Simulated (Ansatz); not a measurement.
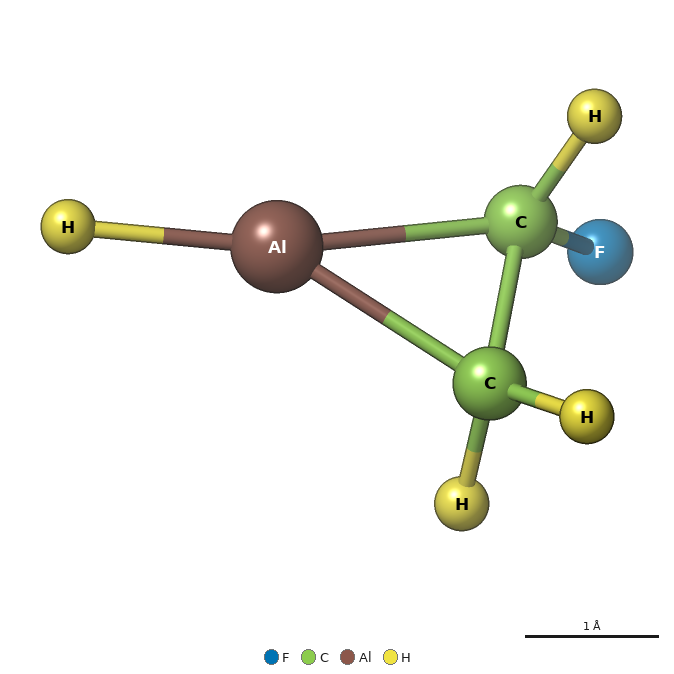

Atoms fade into the background with distance from the viewer. Computed geometry: PBE-D4/def2-SVP optimisation. No frequency run is at hand to confirm it as a minimum. Masses are those of the most abundant isotopes; constants are for the rigid equilibrium geometry.

What kind of rotor is it, and what are its rotational constants in MHz?

Answer. An asymmetric top (C1): A = 12942, B = 4092, C = 3410 MHz. Ray's parameter κ is −0.86, close to the prolate limit.
